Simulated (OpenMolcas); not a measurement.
# Single-point calculation, with input and output: CH$_{4}$O (part 2 of 2)

CH$_{4}$O, multiplicity 3; ROMP2/STO-3G, ROHF (OpenMolcas 26.06). The geometry is that of the parent species in another charge or spin state. The geometry comes from this level: PBE0-D4/def2-TZVP.

Geometry of the input (Å):
```
C  -0.0884  -0.2074  -0.2757
O  -0.1650  0.3165  1.0301
H  -0.8647  -0.9684  -0.3609
H  0.8788  -0.6836  -0.4792
H  -0.2727  0.5544  -1.0434
H  0.5121  0.9885  1.1291
```

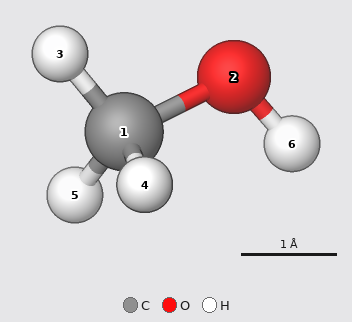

Fig. 1: The structure as given in the input (ball-and-stick view, seen at a tilt; atoms are numbered from 1 in the order of the input).

## What the program printed, continued
```
      Charge           -0.2167                  0.0790                  0.0249                  0.0396                  0.0397                  0.0335

      Total electronic charge=   18.000000

      Total            charge=   -0.000000
--

++    Molecular orbitals:
      -------------------

      Title: Natural orbitals

      Molecular orbitals for symmetry species 1: a

          Orbital            1         2         3         4         5         6         7         8         9        10
          Energy          -20.4132  -10.9604   -1.3188   -0.6519   -0.5145   -0.7164   -0.5743   -0.6283   -0.1728    0.3586
          Occ. No.          2.0000    2.0000    2.0000    2.0000    2.0000    1.9996    1.9994    1.9973    1.0000    1.0000

          Orbital           11        12        13        14
          Energy            0.6511    0.7659    0.7486    0.7444
          Occ. No.          0.0027    0.0006    0.0004    0.0000

--

++    Molecular properties:
      ---------------------

      Charge (e):
                      =   -0.0000
      Dipole Moment (debye):
      Origin of the operator (angstrom)=   -0.1076    0.0769    0.3874
                   X=  2.5033E-01               Y=  4.3612E-01               Z=  4.4770E-01           Total=  6.7327E-01
      Quadrupole Moment (debye*angstrom):
      Origin of the operator (angstrom)=   -0.1076    0.0769    0.3874
                  XX= -1.2202E+01              XY= -2.6273E-01              XZ=  2.7544E-01              YY= -1.2133E+01
                  YZ= -2.3279E-01              ZZ= -1.2852E+01
      In traceless form (debye*angstrom)
                  XX=  2.9012E-01              XY= -3.9410E-01              XZ=  4.1315E-01              YY=  3.9451E-01
                  YZ= -3.4918E-01              ZZ= -6.8463E-01
--

--- Stop Module: scf /rc=_RC_ALL_IS_WELL_ ---

--- Start Module: rasscf ---

                                              &RASSCF

                       available to each process: 1.9 GB of memory, 1 thread

      Header of the ONEINT file:
      --------------------------

      OrdInt status: non-squared

      Cartesian coordinates in angstrom:
      -----------------------------------------------------
      No.  Label        X            Y            Z
      -----------------------------------------------------
       1   C1        -0.08840000  -0.20740000  -0.27570000
       2   O2        -0.16500000   0.31650000   1.03010000
       3   H3        -0.86470000  -0.96840000  -0.36090000
       4   H4         0.87880000  -0.68360000  -0.47920000
       5   H5        -0.27270000   0.55440000  -1.04340000
       6   H6         0.51210000   0.98850000   1.12910000
      -----------------------------------------------------
      Nuclear repulsion energy =   40.45800260

++    Wave function specifications:
      -----------------------------

      Number of closed shell electrons          16
      Number of electrons in active shells       2
      Max number of holes in RAS1 space          0
      Max nr of electrons in RAS3 space          0
      Number of inactive orbitals                8
      Number of active orbitals                  2
      Number of secondary orbitals               4
      Spin quantum number                      1.0
      State symmetry                             1
--

++    Orbital specifications:
      -----------------------

      Symmetry species                           1
                                                 a
      Frozen orbitals                            0
      Inactive orbitals                          8
      Active orbitals                            2
      RAS1 orbitals                              0
      RAS2 orbitals                              2
      RAS3 orbitals                              0
      Secondary orbitals                         4
      Deleted orbitals                           0
      Number of basis functions                 14
--

++    CI expansion specifications:
      ----------------------------

      Number of CSFs                             1
      Number of determinants                     1
      Number of root(s) required                 1
      Root chosen for geometry opt.              1
      CI root used                               1

      highest root included in the CI            1
      max. size of the explicit Hamiltonian      1
--

++    Optimization specifications:
      ----------------------------

      RASSCF algorithm: Conventional
      Maximum number of macro iterations       200
      Maximum number of SX iterations          100
      Threshold for RASSCF energy            1.000E-08
      Threshold for max MO rotation          1.000E-01
      Threshold for max BLB element          1.000E-04
      Level shift parameter                  5.000E-01
      Make Quasi-Newton update
--

      The MO-coefficients are taken from the file:
      run.UnaOrb
      Title:UHF natural orbitals

      Total molecular charge    0.00

      ************************************************************************************************************************
      *                                            Wave function control section                                             *
      ************************************************************************************************************************

                                         RASSCF iterations: Energy and convergence statistics
                                         ----------------------------------------------------

          iter iter root      energy       change     param      element    value   shift minimum  type update hh:mm:ss
 Nr of preliminary CI iterations:   1
        1   1    6    1  -113.17376689    0.00E+00  -4.02E-03    3  10 1  4.02E-03*  0.21   0.00    SX    NO    0:00:00
        2   1    6    1  -113.17381701   -5.01E-05*  1.89E-03    3  10 1  1.29E-03*  0.21   0.00    SX    NO    0:00:00
        3   1    6    1  -113.17382620   -9.18E-06*  9.01E-04    6  10 1 -5.44E-04*  0.21   0.00    SX    NO    0:00:00
        4   1    5    1  -113.17382818   -1.98E-06*  4.37E-04   10  13 1  2.61E-04*  0.21   0.00    SX    NO    0:00:00
        5   1    5    1  -113.17382864   -4.57E-07*  4.15E-04    8  11 1 -1.29E-04*  0.21   1.95    LS   YES    0:00:00
        6   1    4    1  -113.17382878   -1.42E-07* -4.93E-05   10  12 1  3.02E-05   0.21   1.00    QN   YES    0:00:00
        7   1    4    1  -113.17382879   -6.15E-09  -1.33E-04   10  11 1 -2.10E-05   0.21   2.50    QN   YES    0:00:00
      Convergence after  7 iterations
        8   1    4    1  -113.17382879   -6.68E-09  -1.33E-04   10  11 1 -1.52E-05   0.21   2.50    QN   YES    0:00:00

      ************************************************************************************************************************
                                                      Wave function printout:
                       occupation of active orbitals, and spin coupling of open shells (u,d: Spin up or down)
      ************************************************************************************************************************

      Note: transformation to natural orbitals
      has been made, which may change the order of the CSFs.

      printout of CI-coefficients larger than  0.05 for root  1
      energy=    -113.173829
      conf/sym  11     Coeff  Weight
             1  uu   1.00000 1.00000

      Natural orbitals and occupation numbers for root  1
      sym 1:   1.000000   1.000000

      ************************************************************************************************************************
      *                                                    Final results                                                     *
      ************************************************************************************************************************

++    Final optimization conditions:
      ------------------------------

      Average CI energy                            -113.17382879
      RASSCF energy for state  1                   -113.17382879
      Super-CI energy                                -0.00000000
      RASSCF energy change                           -0.00000001
      Max change in MO coefficients              -1.479E-04
      Max non-diagonal density matrix element    -1.333E-04
      Maximum BLB matrix element                 -1.519E-05
      (orbital pair  10,  11 in symmetry   1)
      Norm of electronic gradient            3.436E-05
--

      Final state energy(ies):
      ------------------------

::    RASSCF root number  1 Total energy:   -113.17382879
      Von Neumann Entropy (Root   1) =  1.00000

      Mulliken population analysis for root number:  1
      -----------------------------------------------

++    Molecular charges:
      ------------------

      Mulliken charges per centre
      ---------------------------

                C1      O2      H3      H4      H5      H6
      Total    6.2195  7.9180  0.9754  0.9605  0.9605  0.9661

      N-E     -0.2195  0.0820  0.0246  0.0395  0.0395  0.0339

      Total electronic charge=   18.000000

      Total            charge=   -0.000000
--

      Expectation values of various properties for root number:  1
      -----------------------------------------------------------

++    Molecular properties:
      ---------------------

      Charge (e):
                      =   -0.0000
      Dipole Moment (debye):
      Origin of the operator (angstrom)=   -0.1076    0.0769    0.3874
                   X=  2.5543E-01               Y=  4.4372E-01               Z=  4.5400E-01           Total=  6.8429E-01
      Quadrupole Moment (debye*angstrom):
      Origin of the operator (angstrom)=   -0.1076    0.0769    0.3874
                  XX= -1.2202E+01              XY= -2.5931E-01              XZ=  2.7905E-01              YY= -1.2130E+01
                  YZ= -2.2979E-01              ZZ= -1.2855E+01
      In traceless form (debye*angstrom)
                  XX=  2.9020E-01              XY= -3.8897E-01              XZ=  4.1857E-01              YY=  3.9846E-01
                  YZ= -3.4468E-01              ZZ= -6.8866E-01
--

      Mulliken spin population analysis for root number:  1
      ---------------------------------------------------

++    Molecular charges:
      ------------------

      Mulliken spin population per centre
      ---------------------------

                C1      O2      H3      H4      H5      H6
      Total    0.4216  1.2853  0.0000  0.0143  0.0144  0.2643

      Total electronic spin=    2.000000
--

      Canonical orbitals are written to the RASORB file
      Natural orbitals for root   1 are written to the RASORB.1 file
      Spin density orbitals for root   1 are written to the SPDORB.1 file

--- Stop Module: rasscf /rc=_RC_ALL_IS_WELL_ ---

--- Start Module: caspt2 ---

                                              &CASPT2

                       available to each process: 1.9 GB of memory, 1 thread

 ###############################################################################
 ###    WARNING: User changed nr of frozen orbitals.                         ###
 ###############################################################################

++    Wave function specifications:
      -----------------------------

      Number of closed shell electrons          12
      Number of electrons in active shells       2
      Max number of holes in RAS1 space          0
      Max number of electrons in RAS3 space      0
      Number of inactive orbitals                6
      Number of active orbitals                  2
      Number of secondary orbitals               4
      Spin quantum number                      1.0
      State symmetry                             1
      Number of CSFs                             1
      Number of CASSCF root(s) available         1
      CASPT2 state passed to geometry opt.       1
      A file JOBMIX will be created
      This is a high spin open shell RHF reference function
--

++    Orbital specifications:
      -----------------------

      Symmetry species                           1
                                                 a
      Frozen orbitals                            2
      Inactive orbitals                          6
      Active orbitals                            2
      Secondary orbitals                         4
      Deleted orbitals                           0
      Number of basis functions                 14
--

++    CASPT2 specifications:
      ----------------------

      Type of calculation                        SS-CASPT2
      Fock operator                              state-specific
      IPEA shift                                 0.00
      Real shift                                 0.00
      Imaginary shift                            0.00
      The input orbitals will be transformed to quasi-canonical
--

--------------------------------------------------------------------------------
 Estimated memory requirements:
  POLY3 :                   250042
  RHS:                      250708
  SIGMA :                   250768
  PRPCTL:                        0
 Available workspace:    232491961

++ CASPT2 computation for group   1

********************************************************************************
 Multi-State initialization phase begins for group   1
--------------------------------------------------------------------------------
********************************************************************************
 Compute H0 matrices for state    1
--------------------------------------------------------------------------------
--------------------------------------------------------------------------------
 H0 matrices have been computed.

********************************************************************************
  CASPT2 EQUATION SOLUTION
--------------------------------------------------------------------------------

  Total nr of CASPT2 parameters:
   Before reduction:        1166
   After  reduction:         941

 Variance of |WF0>:       0.1891796746

 The contributions to the second order correlation energy in atomic units.
-----------------------------------------------------------------------------------------------------------------------------
  IT.      VJTU        VJTI        ATVX        AIVX        VJAI        BVAT        BJAT        BJAI        TOTAL       RNORM
-----------------------------------------------------------------------------------------------------------------------------
   1    -0.000000   -0.000919    0.000000   -0.005790   -0.011198   -0.000020   -0.009280   -0.051313   -0.078519    0.001002
   2    -0.000000   -0.000925    0.000000   -0.005815   -0.011215   -0.000019   -0.009289   -0.051326   -0.078590    0.000105
   3    -0.000000   -0.000926    0.000000   -0.005816   -0.011215   -0.000019   -0.009288   -0.051325   -0.078589    0.000017
   4    -0.000000   -0.000926    0.000000   -0.005816   -0.011215   -0.000019   -0.009288   -0.051325   -0.078588    0.000001
-----------------------------------------------------------------------------------------------------------------------------

  FINAL CASPT2 RESULT:

      Reference energy:        -113.1738287918
      E2 (Non-variational):      -0.0785876687
      E2 (Variational):          -0.0785876795
      Total energy:            -113.2524164713
      Residual norm:              0.0000001939
      Reference weight:           0.96594

      Contributions to the CASPT2 correlation energy
      Active & Virtual Only:         -0.0000185128
      One Inactive Excited:          -0.0151037599
      Two Inactive Excited:          -0.0634653960

++ Denominators, etc.
--------------------------------------------------------------------------------------------------------------
 Report on small energy denominators, large coefficients, and large energy contributions.
CASE  SYMM ACTIVE-MIX  NON-ACTIVE INDICES          DENOMINATOR     RHS VALUE       COEFFICIENT     CONTRIBUTION
VJTU     1  Mu1.0001  In1.008                       0.27748737     -0.00000008     -0.00000073      0.00000000
ATVX     1  Mu1.0001  Se1.011                       0.28031496     -0.00001697     -0.00438981      0.00000007
AIVX     1  Mu1.0004  In1.005 Se1.011               1.29785952      0.03533405     -0.02784126     -0.00098374
AIVX     1  Mu1.0004  In1.006 Se1.011               1.20652526     -0.03467589      0.02876068     -0.00099730
BJATP    1  Mu1.0001  In1.005 Se1.011 Se1.011       1.57817448      0.04362841     -0.02811329     -0.00122654
BJATM    1  Mu1.0001  In1.007 Se1.012 Se1.011       1.53941228      0.03911371     -0.02540867     -0.00099383
BJAIP    1  Se1.011 In1.005 Se1.011 In1.005         2.59571904      0.08723160     -0.03369602     -0.00293936
BJAIP    1  Se1.012 In1.004 Se1.014 In1.007         2.89389352     -0.08582916      0.02963017     -0.00254313
BJAIP    1  Se1.012 In1.007 Se1.012 In1.007         2.51819465      0.11705805     -0.04679173     -0.00547735
BJAIP    1  Se1.012 In1.007 Se1.013 In1.008         2.46256970      0.08967045     -0.03663404     -0.00328499
BJAIP    1  Se1.013 In1.008 Se1.013 In1.008         2.40694476      0.06209247     -0.02581600     -0.00160298
BJAIP    1  Se1.014 In1.008 Se1.014 In1.008         2.45155978      0.07290450     -0.02973874     -0.00216809
--

   (Skipping property calculation,
    use PROP keyword to activate)
--

  Total CASPT2 energies:
::    CASPT2 Root  1     Total energy:   -113.25241647

  A NEW JOBIPH FILE NAMED 'JOBMIX' IS PREPARED.
********************************************************************************
--- Stop Module: caspt2 /rc=_RC_ALL_IS_WELL_ ---

.##################.
.# Happy landing! #.
.##################.

    Timing: Wall=2.32 User=1.87 System=0.37
```

## Key numbers

```json
{"quantity": "outcome", "value": "converged"}
{"quantity": "total energy", "value": "−113.252416 hartree"}
{"quantity": "SCF energy", "value": "−113.173829 hartree"}
{"quantity": "correlation energy", "value": "−0.078588 hartree"}
{"quantity": "basis functions", "value": "14"}
{"quantity": "wall time", "value": "2.5 s"}
{"quantity": "peak memory", "value": "0.37 GiB"}
```
